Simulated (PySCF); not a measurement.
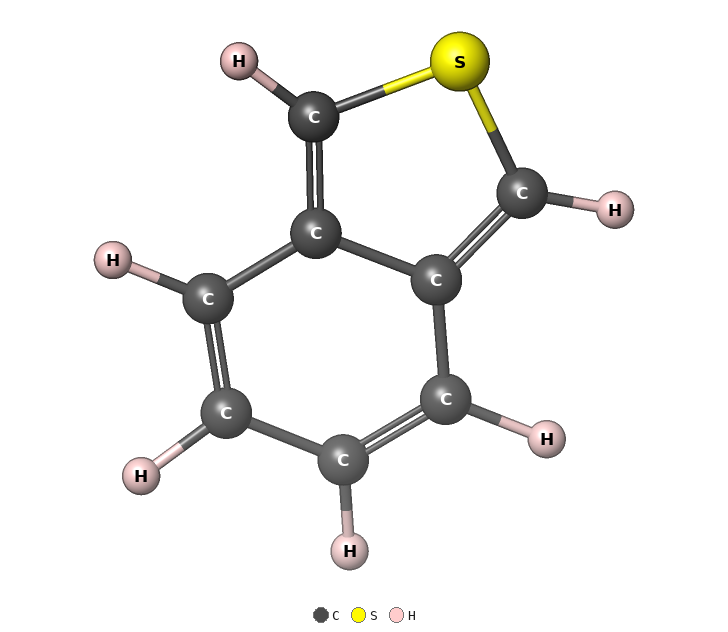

Orthographic view. Depth is shown by fading: the farther an atom, the more it takes the colour of the background. Geometry: a frame of a GFN2-xTB molecular-dynamics simulation, not a minimum.

### Give the standard InChI.

InChI=1S/C8H6S/c1-2-4-8-6-9-5-7(8)3-1/h1-6H
